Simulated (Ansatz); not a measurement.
# SiSeS: how the settings move a single-point run

How sensitive is a single-point run of SiSeS to its settings? A reference run comes first, then five runs with altered input. The cell is built on a prototype (Janus 2H monolayer) and needn't be the phase found in nature.

Method: reference: DFT, PBE, plane waves, PAW, in Ansatz 0.2.0.

## (1) The system as given

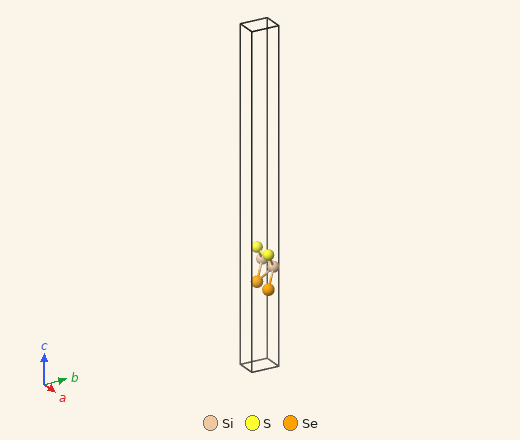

Start, viewed slightly off an axis; silicon light orange, sulfur yellow, selenium orange. 2×1×1 cells are drawn.

Coordinates:

```xyz
3
Lattice="3.3347 0.0000 0.0000 -1.6673 2.8879 0.0000 0.0000 0.0000 29.5720" Properties=species:S:1:pos:R:3 pbc="T T T"
Si    0.0000    1.9253    9.0524
S     1.6673    0.9626   10.4807
Se    1.6673    0.9626    7.4669
```

## (2) Baseline

File input.yaml:

```yaml
crystal:
  lattice:
    - [3.334669939, 0.0, 0.0]
    - [-1.6673349695, 2.8879088804, 0.0]
    - [0.0, 0.0, 29.5719780424]
  atoms:
    - { symbol: Si, position: [0.3333333333, 0.6666666667, 0.3061146318] }
    - { symbol: S, position: [0.6666666667, 0.3333333333, 0.3544136473] }
    - { symbol: Se, position: [0.6666666667, 0.3333333333, 0.2524982341] }
  periodic: [true, true, false]
kpoints:
  mp_grid: { grid: [6, 6, 1] }
hamiltonian:
  xc: pbe
scf:
  occupations: { method: fermi_dirac, width: 0.02 }
  n_extra_bands: 4
output:
  forces: true
  stress: true
  eigenvalues: true
  write_density: true
  write_potential: true
  elf: true
  volumetric_format: npy
```

Started as:

```bash
> ansatz run input.yaml --threads 4 --pin off --max-ram 4608MiB --backend cpu --events-out ev --progress --plain --runs-dir out
```

The main lines of its log:

```text
[...]
Basis set: ecut = 420 eV, 5643 PW (Γ), exchange–correlation on 48×48×400 points (8 copies of the dense FFT grid, shifted against one another)
[...]
k-points: 7 of 36 (time reversal used)
[...]
SCF iter   1: F=—  HF=-7006.895498 eV  |F-HF|=—  |Δ(HF+E_count)|=         —  Δρ=2.10e-3  dr2=1.88e-2  ethr=1.77e-3  ⟨swp⟩=13.7  Hψ=1116  notcnv=0
preconditioner: auto → LDOS  [insulator: Δε(μ)=0.438 eV  Ē_g=9.744 eV  σ=0.020 eV  W_gap=0.73  n_scr=16 (ndim 8)  ℏωp=8.8 eV  f_vac=0.762  D(μ)=2.17/eV (n_scr^D=10)  ε∞_Penn≈1.8  β→1.0]
SCF iter   2: F=—  HF=-7006.893880 eV  |F-HF|=—  |Δ(HF+E_count)|=   1.62e-3  Δρ=5.78e-4  dr2=1.47e-3  ethr=7.25e-5  ⟨swp⟩=4.7  Hψ=351  notcnv=0
[...]
SCF iter   7: F=—  HF=-7006.893828 eV  |F-HF|=—  |Δ(HF+E_count)|=   4.71e-7  Δρ=3.85e-6  dr2=1.56e-7  ethr=7.17e-9  ⟨swp⟩=3.0  Hψ=233  notcnv=0
SCF iter   8: F=-7006.893828 eV  HF=-7006.893828 eV  |F-HF|=2.59e-8  |Δ(HF+E_count)|=   8.28e-8  Δρ=1.07e-6  dr2=6.34e-9  ethr=3.85e-10  ⟨swp⟩=16.9  Hψ=1179  notcnv=0
[...]
SCF converged after 8 iterations
Free energy (F): -7006.893828 eV
[...]
E sigma→0 (E₀):  -7006.892108 eV
[...]
Fermi energy:    -5.474161 eV
[...]
  P = ½ c Tr σ = 0.2752 N/m
[...]
```

Wall time 3.8 s (4 threads of Arm Neoverse N1, shared host); peak memory 0.51 GiB.

## (3) Variant: ecutwfc 350

Changes to input.yaml since step 2:

```diff
@@ -21,5 +21,3 @@
   eigenvalues: true
-  write_density: true
-  write_potential: true
-  elf: true
-  volumetric_format: npy
+basis:
+  ecutwfc: 350
```

Started as:

```bash
> ansatz run input.yaml --threads 4 --pin off --max-ram 4608MiB --backend cpu --events-out ev --progress --plain --runs-dir out
```

Output, cut to the lines that bear on the results:

```text
Warning: basis.ecutwfc = 350 eV is below the records' recommended 420 eV, and the density's cutoff is lower with it unless basis.ecutrho_ratio is high enough to keep the records' density cutoff: compare with a run at a higher cutoff
Warning: RAYON_NUM_THREADS=4 ignored (pool sized by the plan → 4); use --threads N
scf.n_extra_bands = 4 over 13 filled bands (N_el = 26.0): the run solves 17 bands
[...]
Pseudopotentials: kind: paw
Pseudopotential: Si, paw, valence charge 4, recommended cutoff 420 eV (normal), Si.paw.azcp
Pseudopotential: S, paw, valence charge 6, recommended cutoff 420 eV (normal), S.paw.azcp
Pseudopotential: Se, paw, valence charge 16, recommended cutoff 420 eV (normal), Se.paw.azcp
Functional definition: PBE
[...]
Crystal: 3 atoms, lattice volume = 284.785 Å³
Basis set: ecut = 350 eV, 4195 PW (Γ), exchange–correlation on 48×48×384 points (8 copies of the dense FFT grid, shifted against one another)
Bands: 17, of which v1, the nominal top of the filled ones, is band 13 counted from 1 (12 counted from 0)
Symmetry: 6 space group operations
Space group: P3m1 (ITA 156), of the structure as read, at distance tolerance 6.6e-5 Å
k-points: 7 of 36 (time reversal used)
[...]
SCF iter   1: F=—  HF=-7006.890289 eV  |F-HF|=—  |Δ(HF+E_count)|=         —  Δρ=2.11e-3  dr2=1.91e-2  ethr=1.77e-3  ⟨swp⟩=13.6  Hψ=1083  notcnv=0
[...]
SCF iter   8: F=-7006.888232 eV  HF=-7006.888232 eV  |F-HF|=4.25e-8  |Δ(HF+E_count)|=   3.29e-8  Δρ=1.14e-6  dr2=6.99e-9  ethr=3.85e-10  ⟨swp⟩=9.6  Hψ=652  notcnv=0
[...]
SCF converged after 8 iterations
Free energy (F): -7006.888232 eV
[...]
E sigma→0 (E₀):  -7006.886512 eV
Entropy (-TS):   -0.003439 eV (-1.146 meV/atom)
Fermi energy:    -5.474572 eV
[...]
--- Forces (eV/Å), atoms counted from 1 ---
  atom   1  Si     0.00000000    -0.00000000     0.36380591
  atom   2  S      0.00000000     0.00000000     0.24922210
  atom   3  Se    -0.00000000     0.00000000    -0.61300966
[...]
--- 2D stress c σ (N/m, compression-positive) ---
        0.282910       0.000000       0.000000
        0.000000       0.282910       0.000000
        0.000000       0.000000       0.000000
  P = ½ c Tr σ = 0.2829 N/m
--- Band table (eV; the first three rows and the last of 7) ---
  k-point 0: bands = ["-53.0619", "-53.0619", "-53.0098", "-53.0098", "-52.9948", "-21.2053", "-19.1658", "-12.5142", "-7.9221", "-6.9274", "-6.9274", "-5.0327", "-5.0327", "-3.9794", "-1.7815", "-1.7815", "-1.1252"]
[...]
```

Run time: 2.1 s. Hardware: 4 threads of Arm Neoverse N1, shared host; peak memory 0.44 GiB.

Changing the cutoff moves the energy by +1.9 meV/atom. The lower cutoff gives the higher energy: the smaller basis describes the state less well. The log warns that the cutoff is under what these potentials recommend, so the shift is basis error.

## (4) Variant: mixing.ndim 1

Changes to input.yaml since step 2:

```diff
@@ -17,2 +17,4 @@
   n_extra_bands: 4
+  mixing: { ndim: 1 }
+  max_iter: 84
 output:
@@ -21,5 +23 @@
   eigenvalues: true
-  write_density: true
-  write_potential: true
-  elf: true
-  volumetric_format: npy
```

Started as:

```bash
> ansatz run input.yaml --threads 4 --pin off --max-ram 4608MiB --backend cpu --events-out ev --progress --plain --runs-dir out
```

Output, cut to the lines that bear on the results:

```text
Warning: RAYON_NUM_THREADS=4 ignored (pool sized by the plan → 4); use --threads N
scf.n_extra_bands = 4 over 13 filled bands (N_el = 26.0): the run solves 17 bands
[...]
[... 5 set-up lines as earlier in the session ...]
[...]
Crystal: 3 atoms, lattice volume = 284.785 Å³
Basis set: ecut = 420 eV, 5643 PW (Γ), exchange–correlation on 48×48×400 points (8 copies of the dense FFT grid, shifted against one another)
Bands: 17, of which v1, the nominal top of the filled ones, is band 13 counted from 1 (12 counted from 0)
[... 2 set-up lines as earlier in the session ...]
[...]
SCF iter  34: F=-7006.893828 eV  HF=-7006.893828 eV  |F-HF|=1.16e-9  |Δ(HF+E_count)|=   2.19e-9  Δρ=2.25e-6  dr2=3.09e-8  ethr=1.57e-10  ⟨swp⟩=5.1  Hψ=592  notcnv=0
[...]
SCF converged after 34 iterations
Free energy (F): -7006.893828 eV
[...]
E sigma→0 (E₀):  -7006.892108 eV
Entropy (-TS):   -0.003439 eV (-1.146 meV/atom)
Fermi energy:    -5.474066 eV
[...]
--- Forces (eV/Å), atoms counted from 1 ---
  atom   1  Si     0.00000000    -0.00000000     0.36365604
  atom   2  S     -0.00000000     0.00000000     0.24692432
  atom   3  Se    -0.00000000     0.00000000    -0.61056073
[...]
--- 2D stress c σ (N/m, compression-positive) ---
        0.275444       0.000000       0.000000
        0.000000       0.275444       0.000000
        0.000000       0.000000       0.000000
  P = ½ c Tr σ = 0.2754 N/m
--- Band table (eV; the first three rows and the last of 7) ---
  k-point 0: bands = ["-53.0561", "-53.0561", "-53.0040", "-53.0040", "-52.9890", "-21.2042", "-19.1652", "-12.5137", "-7.9218", "-6.9269", "-6.9269", "-5.0322", "-5.0322", "-3.9783", "-1.7825", "-1.7825", "-1.1256"]
[...]
```

It took 5.7 s on 4 threads of Arm Neoverse N1, shared host; peak memory 0.47 GiB.

The changed mixing doesn't alter the result here (within 0.5 meV/atom).

## (5) Changing settings: ecutrho_ratio 8

Changes to input.yaml since step 2:

```diff
@@ -17,2 +17,3 @@
   n_extra_bands: 4
+  max_iter: 50
 output:
@@ -21,5 +22,3 @@
   eigenvalues: true
-  write_density: true
-  write_potential: true
-  elf: true
-  volumetric_format: npy
+basis:
+  ecutrho_ratio: 8
```

Started as:

```bash
> ansatz run input.yaml --threads 4 --pin off --max-ram 4608MiB --backend cpu --events-out ev --progress --plain --runs-dir out
```

Output, cut to the lines that bear on the results:

```text
Warning: RAYON_NUM_THREADS=4 ignored (pool sized by the plan → 4); use --threads N
scf.n_extra_bands = 4 over 13 filled bands (N_el = 26.0): the run solves 17 bands
[...]
[... 5 set-up lines as earlier in the session ...]
[...]
Crystal: 3 atoms, lattice volume = 284.785 Å³
Basis set: ecut = 420 eV, 5643 PW (Γ), exchange–correlation on 64×64×576 points (8 copies of the dense FFT grid, shifted against one another)
Bands: 17, of which v1, the nominal top of the filled ones, is band 13 counted from 1 (12 counted from 0)
[... 2 set-up lines as earlier in the session ...]
[...]
SCF iter   7: F=-7006.893819 eV  HF=-7006.893819 eV  |F-HF|=1.36e-8  |Δ(HF+E_count)|=   2.44e-7  Δρ=3.04e-6  dr2=6.19e-8  ethr=3.85e-10  ⟨swp⟩=9.4  Hψ=826  notcnv=0
[...]
SCF converged after 7 iterations
Free energy (F): -7006.893819 eV
[...]
E sigma→0 (E₀):  -7006.892099 eV
Entropy (-TS):   -0.003439 eV (-1.146 meV/atom)
Fermi energy:    -5.474181 eV
[...]
--- Forces (eV/Å), atoms counted from 1 ---
  atom   1  Si     0.00000000    -0.00000000     0.36370262
  atom   2  S      0.00000000     0.00000000     0.24681611
  atom   3  Se    -0.00000000     0.00000000    -0.61056355
[...]
--- 2D stress c σ (N/m, compression-positive) ---
        0.275148       0.000000       0.000000
        0.000000       0.275148       0.000000
        0.000000       0.000000       0.000000
  P = ½ c Tr σ = 0.2751 N/m
--- Band table (eV; the first three rows and the last of 7) ---
  k-point 0: bands = ["-53.0565", "-53.0565", "-53.0044", "-53.0044", "-52.9895", "-21.2044", "-19.1653", "-12.5138", "-7.9219", "-6.9271", "-6.9271", "-5.0323", "-5.0323", "-3.9785", "-1.7827", "-1.7827", "-1.1257"]
[...]
```

Wall time 2.8 s (4 threads of Arm Neoverse N1, shared host); peak memory 0.63 GiB.

Changing the numerical grids hardly moves the energy: 0.0 meV/atom.

## (6) Changed: ecutwfc 500

Changes to input.yaml since step 2:

```diff
@@ -21,5 +21,3 @@
   eigenvalues: true
-  write_density: true
-  write_potential: true
-  elf: true
-  volumetric_format: npy
+basis:
+  ecutwfc: 500
```

Started as:

```bash
> ansatz run input.yaml --threads 4 --pin off --max-ram 4608MiB --backend cpu --events-out ev --progress --plain --runs-dir out
```

Output, cut to the lines that bear on the results:

```text
Warning: RAYON_NUM_THREADS=4 ignored (pool sized by the plan → 4); use --threads N
scf.n_extra_bands = 4 over 13 filled bands (N_el = 26.0): the run solves 17 bands
[...]
[... 5 set-up lines as earlier in the session ...]
[...]
Crystal: 3 atoms, lattice volume = 284.785 Å³
Basis set: ecut = 500 eV, 7115 PW (Γ), exchange–correlation on 50×50×432 points (8 copies of the dense FFT grid, shifted against one another)
Bands: 17, of which v1, the nominal top of the filled ones, is band 13 counted from 1 (12 counted from 0)
[... 2 set-up lines as earlier in the session ...]
[...]
SCF iter   7: F=-7006.894469 eV  HF=-7006.894469 eV  |F-HF|=5.10e-8  |Δ(HF+E_count)|=   2.58e-7  Δρ=3.68e-6  dr2=7.84e-8  ethr=3.85e-10  ⟨swp⟩=9.6  Hψ=807  notcnv=0
[...]
SCF converged after 7 iterations
Free energy (F): -7006.894469 eV
[...]
E sigma→0 (E₀):  -7006.892750 eV
Entropy (-TS):   -0.003439 eV (-1.146 meV/atom)
Fermi energy:    -5.474224 eV
[...]
--- Forces (eV/Å), atoms counted from 1 ---
  atom   1  Si     0.00000000    -0.00000000     0.36373982
  atom   2  S      0.00000000     0.00000000     0.24677546
  atom   3  Se    -0.00000000     0.00000000    -0.61052023
[...]
--- 2D stress c σ (N/m, compression-positive) ---
        0.273673       0.000000       0.000000
        0.000000       0.273673       0.000000
        0.000000       0.000000       0.000000
  P = ½ c Tr σ = 0.2737 N/m
--- Band table (eV; the first three rows and the last of 7) ---
  k-point 0: bands = ["-53.0594", "-53.0594", "-53.0073", "-53.0073", "-52.9923", "-21.2045", "-19.1654", "-12.5138", "-7.9219", "-6.9271", "-6.9271", "-5.0324", "-5.0324", "-3.9786", "-1.7828", "-1.7828", "-1.1258"]
[...]
```

It took 2.9 s on 4 threads of Arm Neoverse N1, shared host; peak memory 0.54 GiB.

Changing the cutoff hardly moves the energy: -0.2 meV/atom.

## (7) Variant: ecutwfc 300

Changes to input.yaml since step 2:

```diff
@@ -21,5 +21,3 @@
   eigenvalues: true
-  write_density: true
-  write_potential: true
-  elf: true
-  volumetric_format: npy
+basis:
+  ecutwfc: 300
```

Started as:

```bash
> ansatz run input.yaml --threads 4 --pin off --max-ram 4608MiB --backend cpu --events-out ev --progress --plain --runs-dir out
```

Output:

```text
Warning: basis.ecutwfc = 300 eV is below the records' recommended 420 eV, and the density's cutoff is lower with it unless basis.ecutrho_ratio is high enough to keep the records' density cutoff: compare with a run at a higher cutoff
Warning: RAYON_NUM_THREADS=4 ignored (pool sized by the plan → 4); use --threads N
scf.n_extra_bands = 4 over 13 filled bands (N_el = 26.0): the run solves 17 bands
Engine: ansatz 0.2.0, aarch64-unknown-linux-gnu
[... 5 set-up lines as earlier in the session ...]
  parameter kappa = 0.804
  parameter beta = 0.06672455060314922
  exchange = pbe_x(kappa = kappa, mu = beta*pi^2/3)
  correlation = pbe_c(beta = beta)
Crystal: 3 atoms, lattice volume = 284.785 Å³
Basis set: ecut = 300 eV, 3395 PW (Γ), exchange–correlation on 40×40×360 points (8 copies of the dense FFT grid, shifted against one another)
Bands: 17, of which v1, the nominal top of the filled ones, is band 13 counted from 1 (12 counted from 0)
[... 2 set-up lines as earlier in the session ...]
k-points: 7 of 36 (time reversal used)
Non-local potential: Si, projectors of the file, l = 0: 2, l = 1: 2, l = 2: 2
Non-local potential: S, projectors of the file, l = 0: 2, l = 1: 2, l = 2: 2
Non-local potential: Se, projectors of the file, l = 0: 2, l = 1: 2, l = 2: 3, l = 3: 1
PAW form: soft (Blöchl's): semilocal exchange-correlation on the pseudo side does not see the compensation charge
PAW one-centre angular grid: Si, 110 points (default); XC on 64 Gauss nodes
PAW one-centre angular grid: S, 110 points (default); XC on 64 Gauss nodes
PAW one-centre angular grid: Se, 590 points (default); XC on 64 Gauss nodes
Initial density: superposition of atomic densities (neutral atoms: chi_scale 0, normalization atom), corrected by the library's trained network
Initial wavefunctions: pseudopotential atomic-orbital guess
Functional: x = pbe(κ = 0.804, μ = 0.2195149727645171), c = pbe(β = 0.06672455060314922)
SCF iter   1: F=—  HF=-7006.840714 eV  |F-HF|=—  |Δ(HF+E_count)|=         —  Δρ=2.16e-3  dr2=2.05e-2  ethr=1.77e-3  ⟨swp⟩=13.3  Hψ=1059  notcnv=0
preconditioner: auto → LDOS  [insulator: Δε(μ)=0.437 eV  Ē_g=9.749 eV  σ=0.020 eV  W_gap=0.73  n_scr=16 (ndim 8)  ℏωp=8.8 eV  f_vac=0.762  D(μ)=2.16/eV (n_scr^D=10)  ε∞_Penn≈1.8  β→1.0]
SCF iter   2: F=—  HF=-7006.838293 eV  |F-HF|=—  |Δ(HF+E_count)|=   2.42e-3  Δρ=6.73e-4  dr2=3.12e-3  ethr=7.89e-5  ⟨swp⟩=3.9  Hψ=346  notcnv=0
SCF iter   3: F=—  HF=-7006.837849 eV  |F-HF|=—  |Δ(HF+E_count)|=   4.44e-4  Δρ=2.46e-4  dr2=3.28e-4  ethr=1.20e-5  ⟨swp⟩=2.9  Hψ=257  notcnv=0
SCF iter   4: F=—  HF=-7006.837811 eV  |F-HF|=—  |Δ(HF+E_count)|=   3.85e-5  Δρ=1.14e-4  dr2=1.71e-4  ethr=1.26e-6  ⟨swp⟩=2.7  Hψ=258  notcnv=0
SCF iter   5: F=—  HF=-7006.837802 eV  |F-HF|=—  |Δ(HF+E_count)|=   8.33e-6  Δρ=4.21e-5  dr2=3.84e-5  ethr=6.58e-7  ⟨swp⟩=1.9  Hψ=151  notcnv=0
SCF iter   6: F=—  HF=-7006.837776 eV  |F-HF|=—  |Δ(HF+E_count)|=   2.65e-5  Δρ=1.19e-5  dr2=3.72e-6  ethr=1.48e-7  ⟨swp⟩=2.0  Hψ=144  notcnv=0
SCF iter   7: F=—  HF=-7006.837776 eV  |F-HF|=—  |Δ(HF+E_count)|=   1.05e-7  Δρ=6.18e-6  dr2=2.95e-7  ethr=1.43e-8  ⟨swp⟩=2.3  Hψ=177  notcnv=0
SCF iter   8: F=-7006.837776 eV  HF=-7006.837776 eV  |F-HF|=3.00e-9  |Δ(HF+E_count)|=   3.87e-7  Δρ=2.45e-6  dr2=2.96e-8  ethr=3.85e-10  ⟨swp⟩=10.0  Hψ=679  notcnv=0
SCF 1 converged in 8 iterations: F = -7006.837776 eV  dr2 = 2.96e-8
SCF converged after 8 iterations
Free energy (F): -7006.837776 eV
Harris-Foulkes:  -7006.837776 eV  (|F-HF|=3.00e-9)
Internal energy: -7006.834344 eV  (E = F + TS)
E sigma→0 (E₀):  -7006.836060 eV
Entropy (-TS):   -0.003433 eV (-1.144 meV/atom)
Fermi energy:    -5.476987 eV
--- Per-component energies (eV) ---
  E_band       = -718.079093
  E_kinetic    = 268.041426
  E_local      = -39776.803536  (includes V_loc(G=0)·N_el)
  E_nonlocal   = -541.608597
  E_hartree    = 19678.428151
  E_xc         = -257.014891
  E_vxc        = -233.122219  (∫ρ·V_xc dr)
  E_paw        = -3025.358885  (= ΣΔE_a)
  E_vpaw       = 208.554708  (= ΣTr[D̂ρ^β])
  E_aug_tail   = 0.000924  (compensation charges beyond the density's cutoff)
  E_ewald      = 16647.481064
  E_smearing   = -0.003433  (= −TS)
  E_closure    = 0.000000  (closes the sum)
  Σ components = -7006.837776   (vs F -7006.837776, Δ=0.00e0)
--- Forces (eV/Å), atoms counted from 1 ---
  atom   1  Si     0.00000000    -0.00000000     0.35304192
  atom   2  S      0.00000000     0.00000000     0.26097447
  atom   3  Se    -0.00000000     0.00000000    -0.61401283
  max |Σ_I F_I| component: 3.55e-6 eV/Å
--- 2D stress c σ (N/m, compression-positive) ---
        0.324477       0.000000       0.000000
        0.000000       0.324477       0.000000
        0.000000       0.000000       0.000000
  P = ½ c Tr σ = 0.3245 N/m
--- Band table (eV; the first three rows and the last of 7) ---
  k-point 0: bands = ["-53.1759", "-53.1759", "-53.1229", "-53.1229", "-53.1082", "-21.2095", "-19.1684", "-12.5165", "-7.9236", "-6.9304", "-6.9304", "-5.0357", "-5.0357", "-3.9840", "-1.7798", "-1.7798", "-1.1264"]
  k-point 1: bands = ["-53.1756", "-53.1742", "-53.1234", "-53.1231", "-53.1074", "-20.8315", "-18.8523", "-12.3368", "-9.1572", "-7.8456", "-7.5248", "-6.8734", "-5.5240", "-3.4721", "-1.9426", "-0.9052", "-0.4604"]
  k-point 2: bands = ["-53.1756", "-53.1719", "-53.1239", "-53.1232", "-53.1064", "-19.8322", "-18.0649", "-13.1419", "-10.5699", "-9.9564", "-8.3764", "-6.7147", "-6.2558", "-4.7657", "-3.0416", "-0.9765", "-0.2413"]
  k-point 6: bands = ["-53.1725", "-53.1723", "-53.1236", "-53.1235", "-53.1053", "-18.6779", "-17.2724", "-14.0559", "-11.7007", "-10.5912", "-9.7173", "-9.1736", "-5.9330", "-4.3779", "-3.2335", "0.3560", "1.5175"]
```

Run time: 1.7 s. Hardware: 4 threads of Arm Neoverse N1, shared host; peak memory 0.39 GiB.

Changing the cutoff moves the energy by +18.7 meV/atom. The lower cutoff gives the higher energy: the smaller basis describes the state less well. The log warns that the cutoff is under what these potentials recommend, so the shift is basis error.

## (8) Side by side

| run | ending | energy change | gap (eV) | force (eV/Å) | cycles | time |
| --- | --- | --- | --- | --- | --- | --- |
| reference | converged | 0 | 0.00 | 0.61 | 8 | 3.8 s |
| 1: ecutwfc 350 | converged | +1.9 meV/atom | 0.00 | 0.61 | 8 | 2.1 s |
| 2: mixing.ndim 1 | converged | 0.0 meV/atom | 0.00 | 0.61 | 34 | 5.7 s |
| 3: ecutrho_ratio 8 | converged | 0.0 meV/atom | 0.00 | 0.61 | 7 | 2.8 s |
| 4: ecutwfc 500 | converged | -0.2 meV/atom | 0.00 | 0.61 | 7 | 2.9 s |
| 5: ecutwfc 300 | converged | +18.7 meV/atom | 0.00 | 0.61 | 8 | 1.7 s |

Times don't compare one to one where runs were asked for different outputs or read a saved state (see the inputs); cycles may leave out searches for a lower state.

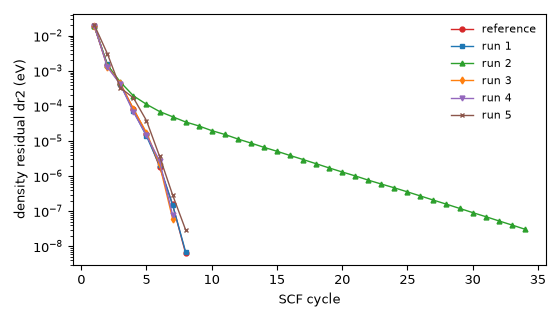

Residual by cycle in the longest SCF loop of each run; runs are numbered as in the table.

What this shows: Of the converged runs whose energies compare with the reference's, «ecutwfc 300» moves the energy most (+18.7 meV/atom). Semilocal functionals close small gaps, so the missing gap need not be the real solid's. Runs 1 and 5 ran under the cutoff that the potentials recommend, as the log warns, so basis error is mixed into their values. Of the variants the dearest is «mixing.ndim 1» (5.7 s), the cheapest «ecutwfc 300» (1.7 s), on a shared host.
